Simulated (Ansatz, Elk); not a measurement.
# How far do independent atoms describe Ga5BiPd?

Structure refinements treat a crystal as free atoms side by side. For a made-up structure of Ga5BiPd (cell and positions from a PBE relaxation) the runs below show what the calculated density changes in F(hkl).

Main program and level: Elk 11.2.3 (patched build); DFT, PBE, all-electron APW+lo, Dirac cores, scalar-relativistic bands, static density, no spin.

The structure was built from a prototype and need not be the compound's stable phase.

## 1. Set-up

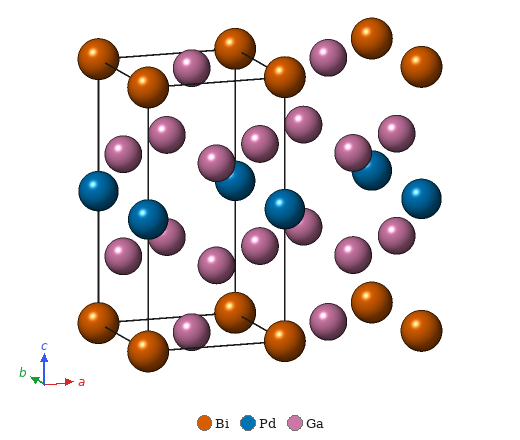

The starting structure, seen slightly off an axis (bismuth orange, palladium blue, gallium pink). 2×1×1 cells are drawn. Some periodic images of atoms are drawn too.

## 2. Ground state and structure factors

An all-electron density is needed, since X-rays see the cores too. Task 0 finds the density and task 195 Fourier-transforms it; tshift is off so that phases refer to the origin typed.

Contents of elk.in:

```
tasks
  0
  195

xctype
  20

spinpol
  .false.

rgkmax
  7.0

gmaxvr
  14.0

lmaxo
  7

lmaxapw
  8

swidth
  0.002

tshift
  .false.

ramdisk
  .false.

hmaxvr
  5.5

maxscl
  120

epspot
  1e-06

sppath
  './'

avec
  8.13078733561 0.00000000000 0.00000000000
  0.00000000000 8.13078733561 0.00000000000
  0.00000000000 0.00000000000 15.08909619970

atoms
  3
  'Bi.in'
  1
  -0.0000000000 -0.0000000000 -0.0000000000   0.000000 0.000000 0.000000
  'Pd.in'
  1
  0.0000000000 0.0000000000 0.5000000000   0.000000 0.000000 0.000000
  'Ga.in'
  5
  0.0000000000 0.5000000000 0.3065635711   0.000000 0.000000 0.000000
  0.5000000000 -0.0000000000 0.3065635711   0.000000 0.000000 0.000000
  -0.0000000000 0.5000000000 0.6934364289   0.000000 0.000000 0.000000
  0.5000000000 -0.0000000000 0.6934364289   0.000000 0.000000 0.000000
  0.5000000000 0.5000000000 -0.0000000000   0.000000 0.000000 0.000000

ngridk
  5 5 3
```

Started as:

```
$ OMP_NUM_THREADS=4 elk
```

Numbers of over 12 decimals in the logs are rounded to 6 here.

What it wrote:

```text
┌─────────────────────────┐
│ Elk code version 11.2.3 │
└─────────────────────────┘

All units are atomic (Hartree, Bohr, etc.)

┌─────────────────────────────────────────────────┐
│ Ground-state run starting from atomic densities │
└─────────────────────────────────────────────────┘

Lattice vectors :
   8.130787336       0.000000000       0.000000000
   0.000000000       8.130787336       0.000000000
   0.000000000       0.000000000       15.08909620

Reciprocal lattice vectors :
  0.7727646841       0.000000000       0.000000000
   0.000000000      0.7727646841       0.000000000
   0.000000000       0.000000000      0.4164056763

Unit cell volume      :    997.5356637
Brillouin zone volume :   0.2486630027

Muffin-tin inner radius fraction :   0.1000000000E-01

Nuclei treated as point charges

Species : 1 (Bi)
 parameters loaded from : Bi.in
 name : bismuth
 nuclear charge    :   -83.00000000
 electronic charge :    83.00000000
 atomic mass :    380947.9285
 muffin-tin radius :    2.800000000
 number of radial points in muffin-tin :   1393
 inner part over the whole radius :   0.9976520004E-02
 number on inner part of muffin-tin    :   1001
 approximate nuclear radius :   0.1052171418E-03
 number of mesh points to nuclear radius :    526
 atomic positions (lattice), magnetic fields (Cartesian) :
  1 :   0.00000000  0.00000000  0.00000000    0.00000000  0.00000000  0.00000000

Species : 2 (Pd)
 parameters loaded from : Pd.in
 name : palladium
 nuclear charge    :   -46.00000000
 electronic charge :    46.00000000
 atomic mass :    193991.7927
 muffin-tin radius :    2.576427658
 number of radial points in muffin-tin :    993
 inner part over the whole radius :   0.9971469950E-02
 number on inner part of muffin-tin    :    707
 approximate nuclear radius :   0.8586907259E-04
 number of mesh points to nuclear radius :    353
 atomic positions (lattice), magnetic fields (Cartesian) :
  1 :   0.00000000  0.00000000  0.50000000    0.00000000  0.00000000  0.00000000

Species : 3 (Ga)
 parameters loaded from : Ga.in
 name : gallium
 nuclear charge    :   -31.00000000
 electronic charge :    31.00000000
 atomic mass :    127097.2539
 muffin-tin radius :    2.378240915
 number of radial points in muffin-tin :    993
 inner part over the whole radius :   0.9979508757E-02
 number on inner part of muffin-tin    :    702
 approximate nuclear radius :   0.7562051033E-04
 number of mesh points to nuclear radius :    339
 atomic positions (lattice), magnetic fields (Cartesian) :
  1 :   0.00000000  0.50000000  0.30656357    0.00000000  0.00000000  0.00000000
  2 :   0.50000000  0.00000000  0.30656357    0.00000000  0.00000000  0.00000000
  3 :   0.00000000  0.50000000 -0.30656357    0.00000000  0.00000000  0.00000000
  4 :   0.50000000  0.00000000 -0.30656357    0.00000000  0.00000000  0.00000000
  5 :   0.50000000  0.50000000  0.00000000    0.00000000  0.00000000  0.00000000

Total number of atoms per unit cell :    7
Total muffin-tin volume :    445.3156564
 ratio of muffin-tin to unit cell volume :   0.4464157750

Spin treatment :
 spin-unpolarised

Number of Bravais lattice symmetries :   16
Number of crystal symmetries         :   16
Crystal has inversion symmetry
Real symmetric eigensolver will be used

k-point grid :      5     5     3
k-point offset :    0.000000000       0.000000000       0.000000000
k-point set is reduced with full crystal symmetry group
Total number of k-points :       12

Muffin-tin radius times maximum |G+k| :    7.000000000
 using average radius
Maximum |G+k| for APW functions       :    2.837679153
Maximum (1/2)|G+k|²                   :    4.026211486
Maximum |G| for potential and density :    14.00000000
Constant for pseudocharge density :   10
 order of it for each species :   17  17  17
 order of it for pair densities of each species (exact exchange by exxq0 0: 18) :   13  11   9
Radial integration step length :    1

G-vector grid sizes :     40    40    70
Number of G-vectors :    46291

[...]
Density of states at Fermi energy :    44.95522642
 (states/Hartree/unit cell)

Estimated indirect band gap :   0.1524847075E-02
 from k-point 4 to k-point 1
Estimated direct band gap   :   0.1312883849E-01
 at k-point 10

Charges :
 core                        :    186.0000000
 valence                     :    98.00000000
 interstitial                :    11.04953341
 muffin-tins (core leakage)
  species : 1 (Bi)
[...]
species : 2 (Pd)
[...]
species : 3 (Ga)
[...]
total in muffin-tins        :    272.9504666
 total calculated charge     :    283.9945838
 total charge                :    284.0000000
 error                       :   0.5416198993E-02

RMS change in Kohn-Sham potential (target) :   0.3063879752     (  0.1000000000E-05)
Absolute change in total energy (target)   :   0.6018550795     (  0.1000000000E-03)

[... loops 3 to 16 left out ...]

┌──────────────────┐
│ Loop number : 17 │
└──────────────────┘

Energies :
 Fermi                       :     0.218226
 sum of occupied eigenvalues :     -21974.885868345
 electron kinetic            :      40429.952103342
 core electron kinetic       :      39437.283569530
 Coulomb                     :     -75857.823522977
 Coulomb potential           :     -61202.768240255
 nuclear-nuclear             :     -3424.0950388012
 electron-nuclear            :     -83737.160718796
 Hartree                     :      11303.432234620
 Madelung                    :     -45256.439402850
 xc potential                :     -1202.0697314320
 exchange                    :     -906.21167461110
 correlation                 :     -15.118111704363
 electron entropic           :    -0.98837138896467E-03
 total energy                :     -36349.202194322

Density of states at Fermi energy :    76.48740969
 (states/Hartree/unit cell)

Estimated indirect band gap :   0.2800597738E-03
 from k-point 3 to k-point 4
Estimated direct band gap   :   0.1048504052E-01
 at k-point 4

Charges :
 core                        :    186.0000000
 valence                     :    98.00000000
 interstitial                :    10.14301921
 muffin-tins (core leakage)
  species : 1 (Bi)
[...]
species : 2 (Pd)
[...]
species : 3 (Ga)
[...]
total in muffin-tins        :    273.8569808
 total calculated charge     :    283.9946682
 total charge                :    284.0000000
 error                       :   0.5331848607E-02

RMS change in Kohn-Sham potential (target) :   0.3383896405E-06 (  0.1000000000E-05)
Absolute change in total energy (target)   :   0.8117043762E-05 (  0.1000000000E-03)

Convergence targets achieved

┌──────────────────┐
│ Loop number : 18 │
└──────────────────┘

Energies :
 Fermi                       :     0.218226
 sum of occupied eigenvalues :     -21974.885842380
 electron kinetic            :      40429.952116640
 core electron kinetic       :      39437.283584549
 Coulomb                     :     -75857.823519271
 Coulomb potential           :     -61202.768254584
 nuclear-nuclear             :     -3424.0950388012
 electron-nuclear            :     -83737.160696840
 Hartree                     :      11303.432216370
 Madelung                    :     -45256.439391979
 xc potential                :     -1202.0697044368
 exchange                    :     -906.21167434565
 correlation                 :     -15.118111685092
 electron entropic           :    -0.98837217522331E-03
 total energy                :     -36349.202177034

Density of states at Fermi energy :    76.48748058
 (states/Hartree/unit cell)

Estimated indirect band gap :   0.2800659978E-03
 from k-point 3 to k-point 4
Estimated direct band gap   :   0.1048504817E-01
 at k-point 4

Charges :
 core                        :    186.0000000
 valence                     :    98.00000000
 interstitial                :    10.14301864
 muffin-tins (core leakage)
  species : 1 (Bi)
[...]
species : 2 (Pd)
[...]
species : 3 (Ga)
[...]
atom 3                    :    29.50074185     (  0.8321694627E-03)
   atom 4                    :    29.50074185     (  0.8321694627E-03)
   atom 5                    :    29.47485124     (  0.8299124983E-03)
 total in muffin-tins        :    273.8569814
 total calculated charge     :    283.9946682
 total charge                :    284.0000000
 error                       :   0.5331848495E-02

┌──────────────────────────────┐
│ Self-consistent loop stopped │
└──────────────────────────────┘

Warning : the lowest level lies among the core levels :   -2.900026935      -2.910205687

Warning : core states of species 1 leak from the muffin-tin :   0.6751300456E-03

Warning : core states of species 3 leak from the muffin-tin :   0.8321694627E-03

Wrote STATE.OUT
```

The job ended after 79 s (4 threads of Arm Neoverse N1, shared host; peak memory 0.32 GiB; 3 min of CPU time).

SFACRHO.OUT:

```text

h k l indices transformed by vhmat matrix:
   1.000000000       0.000000000       0.000000000    
   0.000000000       1.000000000       0.000000000    
   0.000000000       0.000000000       1.000000000    

      h      k      l  multipl.   |H|            Re(F)            Im(F)           |F|

      0      0      0      1   0.0000000       284.00000      0.44146048E-16   284.00000    
      0      0      1      2  0.41640568       24.499457      0.27647487E-13   24.499457    
     -1      0      0      4  0.77276468       91.141338     -0.45203079E-13   91.141338    
      0      0     -2      2  0.83281135       61.545257      0.41601382E-13   61.545257    
     -1      0     -1      8  0.87781487       7.0892127     -0.21865433E-13   7.0892127    
     -1      1      0      4   1.0928543       33.556872     -0.10888895E-14   33.556872    
      0      1      2      8   1.1361074       85.300691     -0.37439559E-13   85.300691    
      1     -1      1      8   1.1694974       95.320723      0.21792978E-13   95.320723    
      0      0      3      2   1.2492170       147.39606      0.79519230E-13   147.39606    
      1     -1      2      8   1.3740106       205.29343     -0.40559915E-13   205.29343    
      1      0      3      8   1.4689140       8.7741985      0.94980105E-13   8.7741985    
      0     -2      0      4   1.5455294       220.73257      0.80226093E-13   220.73257    
      2      0     -1      8   1.6006420       23.166154     -0.29894277E-13   23.166154    
      1      1      3      8   1.6597812      -25.519564      0.53377763E-13   25.519564    
      0      0      4      2   1.6656227       136.79829     -0.76210618E-13   136.79829    
     -2      1      0      8   1.7279544       76.086600      0.64353657E-13   76.086600    
      0     -2      2      8   1.7556297       52.523032     -0.48766851E-13   52.523032    
     -1     -2     -1     16   1.7774195       9.3661077     -0.72461487E-13   9.3661077
```

Elk indexes on the primitive cell of elk.in and gives |H| = 4π sin θ/λ in inverse bohr. Below, one row stands for each form hkl of the conventional cell (m members, Friedel mates merged), F is for one primitive cell and the density is static (no thermal factor). Free-atom factors are Waasmaier and Kirfel's, and R is Σm||F|−|F'||/Σm|F|.

```csv
hkl,m,sin θ/λ (Å⁻¹),"abs F, DFT",neutral atoms,diff.
001,2,0.063,24.500,24.454,+0.046
100,4,0.116,91.141,91.418,-0.276
002,2,0.125,61.545,61.934,-0.389
101,8,0.132,7.089,6.974,+0.115
110,4,0.164,33.557,33.959,-0.402
102,8,0.171,85.301,85.709,-0.408
111,8,0.176,95.321,95.146,+0.175
003,2,0.188,147.396,147.361,+0.035
112,8,0.207,205.293,206.080,-0.787
103,8,0.221,8.774,8.322,+0.452
200,4,0.232,220.733,221.865,-1.132
201,8,0.241,23.166,22.907,+0.259
113,8,0.250,25.520,26.104,-0.584
004,2,0.251,136.798,137.367,-0.569
210,8,0.260,76.087,76.300,-0.214
202,8,0.264,52.523,52.464,+0.059
211,16,0.267,9.366,8.977,+0.389
104,8,0.276,74.611,74.705,-0.093
212,16,0.288,73.558,73.530,+0.028
203,8,0.299,127.361,127.850,-0.489
114,8,0.300,102.621,102.727,-0.106
005,2,0.313,30.374,30.786,-0.412
```

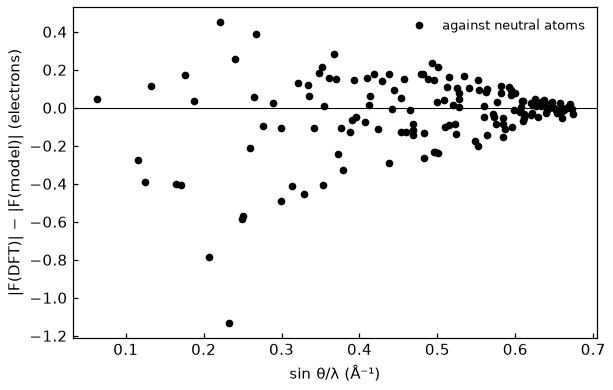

Difference between the calculated structure factors and the independent-atom ones.

## 3. The highest occupied states alone

An energy window below the Fermi level keeps the highest occupied states, to see at which angles they scatter; shallow core shells can lie inside it and anion s states outside. No new self-consistency is needed.

elk.in: that of step 2 with these lines changed.

```diff
@@ -1,3 +1,2 @@
 tasks
-  0
   195
@@ -40,2 +39,5 @@
 
+wsfac
+  -0.222770 0.518230
+
 sppath
```

Started as:

```
$ OMP_NUM_THREADS=4 elk
```

What it wrote:

```text
┌─────────────────────────────────┐
│ Elk code version 11.2.3 started │
└─────────────────────────────────┘

Info(readinput): the functional depends on the density's gradient
 muffin-tin radial points multiplied by    2.00000
 (not where nrmtscf is given)

┌────────────────────┐
│ Current task : 195 │
└────────────────────┘
Info(checkmt): changed muffin-tin radius of species 2 (Pd) from   2.6000 to   2.5764
Info(checkmt): changed muffin-tin radius of species 3 (Ga) from   2.4000 to   2.3782

Info(sfacrho): density structure factors written to SFACRHO.OUT

 Energy window :  -0.2227700000      0.5182300000

┌──────────────────┐
│ Elk code stopped │
└──────────────────┘
```

Wall time 37 s (4 threads); peak memory 0.19 GiB; 42 s of CPU time.

States within 12 eV below the Fermi level hold 29.81 electrons; any levels below the window count with the cores, and a count that is not whole means the window cuts a band. Their amplitudes can exceed the total, where window and core parts have opposite phase:

```csv
hkl,sin θ/λ (Å⁻¹),"abs F, window","abs F, all"
001,0.063,6.234,24.500
100,0.116,8.016,91.141
002,0.125,6.249,61.545
101,0.132,6.188,7.089
110,0.164,4.358,33.557
102,0.171,5.350,85.301
111,0.176,3.176,95.321
003,0.188,2.445,147.396
112,0.207,5.029,205.293
103,0.221,3.485,8.774
```

## 4. Another functional

The difference from free atoms is small, so it is set against the change that LDA (Perdew-Wang) makes.

elk.in: that of step 3 with these lines changed.

```diff
@@ -1,2 +1,3 @@
 tasks
+  0
   195
@@ -4,3 +5,3 @@
 xctype
-  20
+  3
 
@@ -39,5 +40,2 @@
 
-wsfac
-  -0.222770 0.518230
-
 sppath
```

Started as:

```
$ OMP_NUM_THREADS=4 elk
```

What it wrote:

```text
┌─────────────────────────┐
│ Elk code version 11.2.3 │
└─────────────────────────┘

All units are atomic (Hartree, Bohr, etc.)

┌─────────────────────────────────────────────────┐
│ Ground-state run starting from atomic densities │
└─────────────────────────────────────────────────┘

Lattice vectors :
   8.130787336       0.000000000       0.000000000
   0.000000000       8.130787336       0.000000000
   0.000000000       0.000000000       15.08909620

Reciprocal lattice vectors :
  0.7727646841       0.000000000       0.000000000
[...]
atom 5                    :    29.49641166     (  0.8532746142E-03)
 total in muffin-tins        :    273.9855003
 total calculated charge     :    283.9945388
 total charge                :    284.0000000
 error                       :   0.5461188597E-02

┌──────────────────────────────┐
│ Self-consistent loop stopped │
└──────────────────────────────┘

Warning : the lowest level lies among the core levels :   -2.904783334      -2.914698644

Warning : core states of species 1 leak from the muffin-tin :   0.6774938905E-03

Warning : core states of species 3 leak from the muffin-tin :   0.8551209393E-03

Wrote STATE.OUT
[key lines of the parts left out:]
total energy                :     -36319.015166039
```

Wall time 47 s (4 threads); peak memory 0.24 GiB.

Against the first run R = 0.03 %; the largest change is -0.110 at 220.

## 5. Basis size

A smaller basis shows how fast F responds to it; the change is likely larger than the basis error of the first run, but doesn't show convergence.

elk.in: that of step 4 with these lines changed.

```diff
@@ -5,3 +5,3 @@
 xctype
-  3
+  20
 
@@ -11,3 +11,3 @@
 rgkmax
-  7.0
+  5.5
```

Started as:

```
$ OMP_NUM_THREADS=4 elk
```

What it wrote:

```text
┌─────────────────────────┐
│ Elk code version 11.2.3 │
└─────────────────────────┘

All units are atomic (Hartree, Bohr, etc.)

┌─────────────────────────────────────────────────┐
│ Ground-state run starting from atomic densities │
└─────────────────────────────────────────────────┘

Lattice vectors :
   8.130787336       0.000000000       0.000000000
   0.000000000       8.130787336       0.000000000
   0.000000000       0.000000000       15.08909620

Reciprocal lattice vectors :
  0.7727646841       0.000000000       0.000000000
[...]
atom 5                    :    29.45022519     (  0.8392178290E-03)
 total in muffin-tins        :    273.6570408
 total calculated charge     :    283.9948239
 total charge                :    284.0000000
 error                       :   0.5176133054E-02

┌──────────────────────────────┐
│ Self-consistent loop stopped │
└──────────────────────────────┘

Warning : the lowest level lies among the core levels :   -2.914766371      -2.917272393

Warning : core states of species 1 leak from the muffin-tin :   0.6772102720E-03

Warning : core states of species 3 leak from the muffin-tin :   0.8414807249E-03

Wrote STATE.OUT
[key lines of the parts left out:]
total energy                :     -36348.941037457
```

Wall time 72 s (4 threads); peak memory 0.31 GiB.

Against the first run R = 0.03 %; the largest change is +0.161 at 220.

## 6. Settings against the effect

```csv
run,R against the first run (%),"R against neutral atoms, low angle (%)",wall time
"PBE, rgkmax 7",0.00,0.44,79 s
LDA (Perdew-Wang),0.03,0.45,47 s
rgkmax 5.5,0.03,0.44,72 s
```

## 7. Summary of results

```yaml
r_against_neutral_atoms_sin_theta_lambda_0p3_a_minus1: 0.44 %
r_against_neutral_atoms_0p3_to_0p67_a_minus1: 0.18 %
```

Independent neutral atoms miss the calculated amplitudes by R = 0.44 % below 0.3 Å⁻¹ and 0.18 % from there to 0.67 Å⁻¹; by shells, 0.49 % below 0.15 Å⁻¹ (4 forms), 0.43 % 0.15 to 0.3 (17 forms), 0.23 % 0.3 to 0.45 (31 forms), 0.16 % above 0.45 (97 forms). Bonding, aspherical density and the tables' own atoms all enter these figures, and the runs don't part them. The largest change of an amplitude is -1.13 electrons, at 200. The window's part falls from 29.8 electrons at the origin to at most 0.51 between 0.45 and 0.67 Å⁻¹. Below 0.3 Å⁻¹ the changes that finished (LDA (Perdew-Wang) and rgkmax 5.5) move F by R = 0.03 % at most, against the 0.44 % that separates it from free atoms. The k-mesh has no finished test. These runs have no spin, though d or f shells may be open. Spin-orbit coupling is left out, which can matter for elements this heavy. Part of the difference isn't bonding: the tables are fits to free atoms and ions calculated by other methods than this functional. Thermal motion, anomalous dispersion and extinction are left out.

[Logs are printed without paths, hosts, clocks, repeated set-up lines and the standing remarks that a program may print on its own settings, such as how far it seeks lower states.]

[Hosts, paths, dates, database ids (printed as entryN), source tags and the programs' standing remarks are cut or masked in the printed files.]
